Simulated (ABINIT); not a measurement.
## TePb (Fm-3m): G0W0 in ABINIT against the screening cutoff in the self-energy

Aim: move the screening cutoff in the self-energy of a G0W0 run on TePb (Fm-3m) over a wide range.

Main program and level: ABINIT 10.8.3; PBE and many-body steps on it, plane waves.

**1. Set-up**

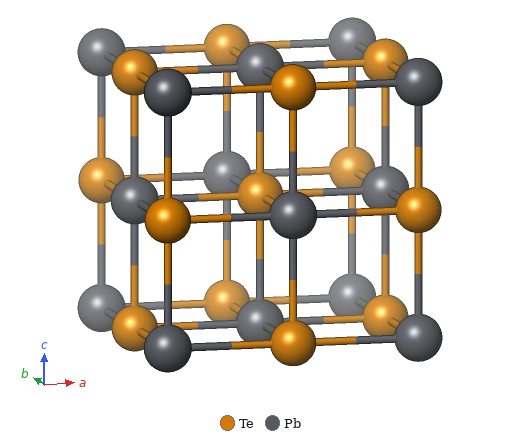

Start, viewed slightly off an axis; tellurium orange, lead dark grey. This picture shows the conventional cell, with its axes. Some periodic images of atoms are drawn too.

The cell and positions come from the Crystallography Open Database and are kept as given unless a step says otherwise. Spin-orbit coupling is left out unless a step names it.

**2. Screening, 4×4×4 mesh, 448 bands, screening to 272.1 eV**

This step: ABINIT 10.8.3; RPA screening on PBE, plane waves, norm-conserving pseudopotentials.

The RPA dielectric matrix is built and inverted for each q.

The input, run.abi:

```
acell 3*1.0 Angstrom
rprim 
  -0.000000000000 3.231000000000 3.231000000000
  3.231000000000 0.000000000000 3.231000000000
  3.231000000000 3.231000000000 0.000000000000
ntypat 2
znucl 52 82
natom 2
typat 1 2
xred 
  0.500000000000 0.500000000000 0.500000000000
  0.000000000000 0.000000000000 0.000000000000
pp_dirpath "pseudos"
pseudos "Te.upf, Pb.upf"
ecut 34
ngkpt 4 4 4
nshiftk 1
shiftk 0 0 0
kptopt 1
chksymbreak 0
istwfk *1
occopt 1
irdwfk 1
optdriver 3
nband 448
ecuteps 10
inclvkb 2
awtr 1
symchi 1
indata_prefix "in"
outdata_prefix "out"
tmpdata_prefix "tmp"
```

On the command line:

```bash
OMP_NUM_THREADS=1 mpirun -n 8 abinit run.abi > log
```

What it wrote:

```text
.Version 10.8.3 of ABINIT. v10.8.2 released Aug 2026.

 Symmetries : space group Fm -3 m (#225); Bravais cF (face-center cubic)
[... echo of the input left out ...]
== DATASET  1 ==================================================================
-   mpi_nproc: 8, omp_nthreads: 1 (-1 if OMP is not activated)

--- !DatasetInfo
iteration_state: {dtset: 1, }
dimensions: {natom: 2, nkpt: 8, mband: 448, nsppol: 1, nspinor: 1, nspden: 1, mpw: 4338, }
cutoff_energies: {ecut:  34.0, pawecutdg:  -1.0, }
electrons: {nelect:   3.00000000E+01, charge:   0.00000000E+00, occopt:   1.00000000E+00, tsmear:   1.00000000E-02, }

 SCREENING: Calculation of the susceptibility and dielectric matrices

 Based on a program developped by R.W. Godby, V. Olevano, G. Onida, and L. Reining.
 Incorporated in ABINIT by V. Olevano, G.-M. Rignanese, and M. Torrent.
.Using double precision arithmetic ; gwpc =  8

[... cell and pseudopotentials left out ...]
--------------------------------------------------------------------------------

 ==== K-mesh for the wavefunctions ====
 Number of points in the irreducible wedge :     8
[... list of points left out ...]
 Together with 48 symmetry operations and time-reversal symmetry
 yields    64 points in the full Brillouin Zone.

 ==== Q-mesh for the screening function ====
 Number of points in the irreducible wedge :     8
[... list of points left out ...]
 Together with 48 symmetry operations and time-reversal symmetry
 yields    64 points in the full Brillouin Zone.

 setmesh: FFT mesh size selected  =    36x   36x   36
          total number of points  =        46656

 vcoul_init : cutoff-mode = AUXILIARY_FUNCTION
 q-points for optical limit:   1
     1)      0.000010    0.000020    0.000030

- screening: taking advantage of time-reversal symmetry
- Maximum band index for partially occupied states nbvw = 15
- Remaining bands to be divided among processors   nbcw = 433
- Number of bands treated by each node ~54

 Number of electrons calculated from density =   30.0000; Expected =   30.0000
 average of density, n =  0.065900
 r_s =    1.5358
 omega_plasma =   24.7627 [eV]

 calculating chi0 at frequencies [eV] :
  1    0.000000E+00    0.000000E+00
  2    0.000000E+00    2.476267E+01

--------------------------------------------------------------------------------
  q-point number  1        q = ( 0.000000, 0.000000, 0.000000) [r.l.u.]
--------------------------------------------------------------------------------
[... chi0 elements left out ...]
 For q-point:  0.000010 0.000020 0.000030
  dielectric constant =  38.7417
  dielectric constant without local fields =  41.7549

  Average fulfillment of the sum rule on Im[epsilon] for q-point    1 :    156.79  [%]
[... wings left out ...]
  q-point number  2        q = ( 0.250000, 0.000000, 0.000000) [r.l.u.]
--------------------------------------------------------------------------------
[... chi0 elements left out ...]
  Average fulfillment of the sum rule on Im[epsilon] for q-point    2 :    184.08  [%]

 [... 6 further q-points ...]
```

Run time: 4.2 min. Hardware: 8 MPI ranks of Intel Xeon Platinum 8488C (Sapphire Rapids), shared host; peak memory 4.6 GiB; 34 min of CPU time.

This step gave:

```
ε∞ with local fields, on this mesh, along the program's q direction : 38.74
the same without local fields                                       : 41.75
plasma frequency                                                    : 24.76 eV
plane waves in the screening matrix                                 : 701
```

Local fields lower ε∞ by 7 %.

**3. 1 Ha**

This step: G0W0 on PBE, plane waves, norm-conserving pseudopotentials.

run.abi: that of step 2 with these lines changed.

```diff
@@ -23,8 +23,17 @@
 irdwfk 1
-optdriver 3
+optdriver 4
 nband 448
-ecuteps 10
-inclvkb 2
-awtr 1
-symchi 1
+gwcalctyp 0
+ecutsigx 34
+symsigma 1
+nkptgw 2
+kptgw 
+  0.5000000000 0.0000000000 0.0000000000
+  0.0000000000 0.0000000000 0.0000000000
+bdgw 
+  13 18
+  13 18
+ecuteps 1
+irdscr 1
+ppmodel 1
 indata_prefix "in"
```

What it wrote:

```text
.Version 10.8.3 of ABINIT. v10.8.2 released Aug 2026.

 Symmetries : space group Fm -3 m (#225); Bravais cF (face-center cubic)
[... echo of the input left out ...]
== DATASET  1 ==================================================================
-   mpi_nproc: 8, omp_nthreads: 1 (-1 if OMP is not activated)

--- !DatasetInfo
iteration_state: {dtset: 1, }
dimensions: {natom: 2, nkpt: 8, mband: 448, nsppol: 1, nspinor: 1, nspden: 1, mpw: 4338, }
cutoff_energies: {ecut:  34.0, pawecutdg:  -1.0, }
electrons: {nelect:   3.00000000E+01, charge:   0.00000000E+00, occopt:   1.00000000E+00, tsmear:   1.00000000E-02, }

 SIGMA: Calculation of the GW corrections

 Based on a program developped by R.W. Godby, V. Olevano, G. Onida, and L. Reining.
 Incorporated in ABINIT by V. Olevano, G.-M. Rignanese, and M. Torrent.
.Using double precision arithmetic ; gwpc =  8

[... cell and pseudopotentials left out ...]
--------------------------------------------------------------------------------

 ==== K-mesh for the wavefunctions ====
 Number of points in the irreducible wedge :     8
[... list of points left out ...]
 Together with 48 symmetry operations and time-reversal symmetry
 yields    64 points in the full Brillouin Zone.

 ==== Q-mesh for screening function ====
 Number of points in the irreducible wedge :     8
[... list of points left out ...]
 Together with 48 symmetry operations and time-reversal symmetry
 yields    64 points in the full Brillouin Zone.

 vcoul_init : cutoff-mode = AUXILIARY_FUNCTION
 q-points for optical limit:   1
     1)      0.000010    0.000020    0.000030
 setmesh: FFT mesh size selected  =    45x   45x   45
          total number of points  =        91125

 Number of electrons calculated from density =   30.0000; Expected =   30.0000
 average of density, n =  0.065900
 r_s =    1.5358
 omega_plasma =   24.7627 [eV]

 === KS Band Gaps ===
  >>>> For spin  1
   Minimum direct gap =   0.7358 [eV], located at k-point      :   0.5000  0.0000  0.0000
   Fundamental gap    =   0.7358 [eV], Top of valence bands at :   0.5000  0.0000  0.0000
                                       Bottom of conduction at :   0.5000  0.0000  0.0000
 SIGMA fundamental parameters:
 PLASMON POLE MODEL  1
 number of plane-waves for SigmaX                 4285
 number of plane-waves for SigmaC and W             15
 number of plane-waves for wavefunctions          4285
 number of bands                                   448
 number of independent spin polarizations            1
 number of spinorial components                      1
 number of k-points in IBZ                           8
 number of q-points in IBZ                           8
 number of symmetry operations                      48
 number of k-points in BZ                           64
 number of q-points in BZ                           64
 number of frequencies for dSigma/dE                 9
 frequency step for dSigma/dE [eV]                0.25
 number of omega for Sigma on real axis              0
 max omega for Sigma on real axis  [eV]           0.00
 zcut for avoiding poles [eV]                     0.10

 EPSILON^-1 parameters (SCR file):
 dimension of the eps^-1 matrix on file            701
 dimension of the eps^-1 matrix used                15
 number of plane-waves for wavefunctions          4285
 number of bands                                   448
 number of q-points in IBZ                           8
 number of frequencies                               2
 number of real frequencies                          1
 number of imag frequencies                          1

 matrix elements of self-energy operator (all in [eV])

 Perturbative Calculation

--- !SelfEnergy_ee
iteration_state: {dtset: 1, }
kpoint     : [   0.500,    0.000,    0.000, ]
spin       : 1
KS_gap     :    0.736
QP_gap     :    0.801
Delta_QP_KS:    0.065
data: !SigmaeeData |
     Band     E0 <VxcDFT>   SigX SigC(E0)      Z dSigC/dE  Sig(E)    E-E0       E
       13   3.289 -11.806 -14.356   2.048   0.802  -0.246 -12.209  -0.403   2.886
       14   3.289 -11.806 -14.356   2.048   0.802  -0.246 -12.209  -0.403   2.886
       15   4.179 -12.163 -13.776   1.252   0.810  -0.234 -12.455  -0.293   3.886
       16   4.915  -9.781  -7.151  -2.910   0.813  -0.230 -10.009  -0.227   4.687
       17   5.451 -10.045  -7.546  -2.667   0.812  -0.231 -10.182  -0.137   5.314
       18   5.451 -10.045  -7.546  -2.667   0.812  -0.231 -10.182  -0.137   5.314

--- !SelfEnergy_ee
iteration_state: {dtset: 1, }
kpoint     : [   0.000,    0.000,    0.000, ]
spin       : 1
KS_gap     :    5.441
QP_gap     :    5.783
Delta_QP_KS:    0.342
data: !SigmaeeData |
     Band     E0 <VxcDFT>   SigX SigC(E0)      Z dSigC/dE  Sig(E)    E-E0       E
[...]
16   8.279 -10.803  -7.343  -3.695   0.798  -0.253 -10.991  -0.188   8.091
       17   8.279 -10.803  -7.343  -3.695   0.798  -0.253 -10.991  -0.188   8.091
       18   8.279 -10.803  -7.343  -3.695   0.798  -0.253 -10.991  -0.188   8.091

== END DATASET(S) ==============================================================
================================================================================

 -outvars: echo values of variables after computation  --------
           etotal      0.0000000000E+00
            nband         448
             nkpt           8
          spgroup         225
 [... the other variables as echoed above ...]

 Calculation completed.
```

The job ended after 4.8 s (8 MPI ranks; peak memory 1.4 GiB).

Numbers from this step:

```
G0W0 gap on the points computed              : 0.8010 eV
starting gap on the mesh                     : 0.7358 eV
k of the valence top                         : 0.5, 0, 0
k of the conduction bottom                   : 0.5, 0, 0
Z at the valence top                         : 0.81
Z at the conduction bottom                   : 0.813
least direct G0W0 gap on the computed points : 0.8010 eV
```

**4. 2 Ha**

run.abi: that of step 3 with these lines changed.

```diff
@@ -35,3 +35,3 @@
   13 18
-ecuteps 1
+ecuteps 2
 irdscr 1
```

What it wrote:

```text
.Version 10.8.3 of ABINIT. v10.8.2 released Aug 2026.

 Symmetries : space group Fm -3 m (#225); Bravais cF (face-center cubic)
[... echo of the input left out ...]
== DATASET  1 ==================================================================
-   mpi_nproc: 8, omp_nthreads: 1 (-1 if OMP is not activated)

--- !DatasetInfo
iteration_state: {dtset: 1, }
dimensions: {natom: 2, nkpt: 8, mband: 448, nsppol: 1, nspinor: 1, nspden: 1, mpw: 4338, }
cutoff_energies: {ecut:  34.0, pawecutdg:  -1.0, }
electrons: {nelect:   3.00000000E+01, charge:   0.00000000E+00, occopt:   1.00000000E+00, tsmear:   1.00000000E-02, }

 SIGMA: Calculation of the GW corrections

 Based on a program developped by R.W. Godby, V. Olevano, G. Onida, and L. Reining.
 Incorporated in ABINIT by V. Olevano, G.-M. Rignanese, and M. Torrent.
.Using double precision arithmetic ; gwpc =  8

[... cell and pseudopotentials left out ...]
--------------------------------------------------------------------------------

 ==== K-mesh for the wavefunctions ====
 Number of points in the irreducible wedge :     8
[... list of points left out ...]
 Together with 48 symmetry operations and time-reversal symmetry
 yields    64 points in the full Brillouin Zone.

 ==== Q-mesh for screening function ====
 Number of points in the irreducible wedge :     8
[... list of points left out ...]
 Together with 48 symmetry operations and time-reversal symmetry
 yields    64 points in the full Brillouin Zone.

 vcoul_init : cutoff-mode = AUXILIARY_FUNCTION
 q-points for optical limit:   1
     1)      0.000010    0.000020    0.000030
 setmesh: FFT mesh size selected  =    45x   45x   45
          total number of points  =        91125

 Number of electrons calculated from density =   30.0000; Expected =   30.0000
[...]
number of omega for Sigma on real axis              0
 max omega for Sigma on real axis  [eV]           0.00
 zcut for avoiding poles [eV]                     0.10

 EPSILON^-1 parameters (SCR file):
 dimension of the eps^-1 matrix on file            701
 dimension of the eps^-1 matrix used                59
 number of plane-waves for wavefunctions          4285
 number of bands                                   448
 number of q-points in IBZ                           8
 number of frequencies                               2
 number of real frequencies                          1
 number of imag frequencies                          1

 matrix elements of self-energy operator (all in [eV])

 Perturbative Calculation

--- !SelfEnergy_ee
iteration_state: {dtset: 1, }
kpoint     : [   0.500,    0.000,    0.000, ]
spin       : 1
KS_gap     :    0.736
QP_gap     :    0.957
Delta_QP_KS:    0.221
data: !SigmaeeData |
     Band     E0 <VxcDFT>   SigX SigC(E0)      Z dSigC/dE  Sig(E)    E-E0       E
       13   3.289 -11.806 -14.356   1.702   0.788  -0.269 -12.474  -0.668   2.621
       14   3.289 -11.806 -14.356   1.702   0.788  -0.269 -12.474  -0.668   2.621
       15   4.179 -12.163 -13.776   0.870   0.796  -0.256 -12.754  -0.592   3.587
[...]
--- !SelfEnergy_ee
iteration_state: {dtset: 1, }
kpoint     : [   0.000,    0.000,    0.000, ]
spin       : 1
KS_gap     :    5.441
QP_gap     :    5.822
Delta_QP_KS:    0.381
data: !SigmaeeData |
     Band     E0 <VxcDFT>   SigX SigC(E0)      Z dSigC/dE  Sig(E)    E-E0       E
[...]
17   8.279 -10.803  -7.343  -3.967   0.786  -0.273 -11.201  -0.398   7.881
       18   8.279 -10.803  -7.343  -3.967   0.786  -0.273 -11.201  -0.398   7.881

== END DATASET(S) ==============================================================
================================================================================

 -outvars: echo values of variables after computation  --------
           etotal      0.0000000000E+00
            nband         448
             nkpt           8
          spgroup         225
 [... the other variables as echoed above ...]

 Calculation completed.
```

Wall time 6.5 s (8 MPI ranks); peak memory 2.1 GiB; 50 s of CPU time.

This step gave:

- G0W0 gap on the points computed: 0.9570 eV
- starting gap on the mesh: 0.7358 eV
- k of the valence top: 0.5, 0, 0
- k of the conduction bottom: 0.5, 0, 0
- Z at the valence top: 0.796
- Z at the conduction bottom: 0.803
- least direct G0W0 gap on the computed points: 0.9570 eV

**5. 3.5 Ha**

The self-energy is evaluated for the states that the input lists, and the levels follow from it, in one-shot runs by the linearised quasiparticle equation.

run.abi: that of step 4 with these lines changed.

```diff
@@ -35,3 +35,3 @@
   13 18
-ecuteps 2
+ecuteps 3.5
 irdscr 1
```

What it wrote:

```text
.Version 10.8.3 of ABINIT. v10.8.2 released Aug 2026.

 Symmetries : space group Fm -3 m (#225); Bravais cF (face-center cubic)
[... echo of the input left out ...]
== DATASET  1 ==================================================================
-   mpi_nproc: 8, omp_nthreads: 1 (-1 if OMP is not activated)

--- !DatasetInfo
iteration_state: {dtset: 1, }
dimensions: {natom: 2, nkpt: 8, mband: 448, nsppol: 1, nspinor: 1, nspden: 1, mpw: 4338, }
cutoff_energies: {ecut:  34.0, pawecutdg:  -1.0, }
[...]
Band     E0 <VxcDFT>   SigX SigC(E0)      Z dSigC/dE  Sig(E)    E-E0       E
[...]
17   8.279 -10.803  -7.343  -4.136   0.783  -0.277 -11.332  -0.529   7.750
       18   8.279 -10.803  -7.343  -4.136   0.783  -0.277 -11.332  -0.529   7.750

== END DATASET(S) ==============================================================
================================================================================

 -outvars: echo values of variables after computation  --------
           etotal      0.0000000000E+00
            nband         448
             nkpt           8
          spgroup         225
 [... the other variables as echoed above ...]

 Calculation completed.
```

Elapsed: 11 s, on 8 MPI ranks; peak memory 2.6 GiB; 84 s of CPU time.

This step gave:

* G0W0 gap on the points computed: 1.050 eV
* starting gap on the mesh: 0.7358 eV
* k of the valence top: 0.5, 0, 0
* k of the conduction bottom: 0.5, 0, 0
* least direct G0W0 gap on the computed points: 1.050 eV

The gap on the mesh goes from 0.74 eV to 1.05 eV, a correction of +0.31 eV.

**6. 5 Ha**

run.abi: that of step 5 with these lines changed.

```diff
@@ -35,3 +35,3 @@
   13 18
-ecuteps 3.5
+ecuteps 5
 irdscr 1
```

What it wrote:

```text
.Version 10.8.3 of ABINIT. v10.8.2 released Aug 2026.

 Symmetries : space group Fm -3 m (#225); Bravais cF (face-center cubic)
[... echo of the input left out ...]
== DATASET  1 ==================================================================
-   mpi_nproc: 8, omp_nthreads: 1 (-1 if OMP is not activated)

--- !DatasetInfo
iteration_state: {dtset: 1, }
dimensions: {natom: 2, nkpt: 8, mband: 448, nsppol: 1, nspinor: 1, nspden: 1, mpw: 4338, }
cutoff_energies: {ecut:  34.0, pawecutdg:  -1.0, }
[...]
Band     E0 <VxcDFT>   SigX SigC(E0)      Z dSigC/dE  Sig(E)    E-E0       E
[...]
17   8.279 -10.803  -7.343  -4.226   0.782  -0.278 -11.402  -0.599   7.680
       18   8.279 -10.803  -7.343  -4.226   0.782  -0.278 -11.402  -0.599   7.680

== END DATASET(S) ==============================================================
================================================================================

 -outvars: echo values of variables after computation  --------
           etotal      0.0000000000E+00
            nband         448
             nkpt           8
          spgroup         225
 [... the other variables as echoed above ...]

 Calculation completed.
```

Elapsed: 25 s, on 8 MPI ranks; peak memory 3.2 GiB; 3.3 min of CPU time.

Numbers from this step:

| Quantity | Value |
| --- | --- |
| G0W0 gap on the points computed | 1.091 eV |
| starting gap on the mesh | 0.7358 eV |
| k of the valence top | 0.5, 0, 0 |
| k of the conduction bottom | 0.5, 0, 0 |
| least direct G0W0 gap on the computed points | 1.091 eV |

Against the run before, the gap moves by +0.041 eV.

(Part 1 of 2 ends here.)

[Paths, hosts, dates, memory and timing lines, banners, echoed tables and standing remarks are left out of the program output.]

[Logs are printed without paths, hosts, clocks, repeated set-up lines and the standing remarks that a program may print on its own settings, such as how far it seeks lower states.]

[Runs of the session that timed out or met a known fault of the program may be left out.]

[Hosts, paths, dates, database ids (printed as entryN), source tags and the programs' standing remarks are cut or masked in the printed files.]

[G0W0 gaps are taken among the corrected bands and points alone; a level outside them can change the order at an edge.]

[Where Ansatz stands beside ABINIT at settings called matched, ABINIT's density can come from a denser mesh and the files from another edition; pairs whose starting gaps differed by over 0.03 eV were left out, so agreement reads better than it is.]
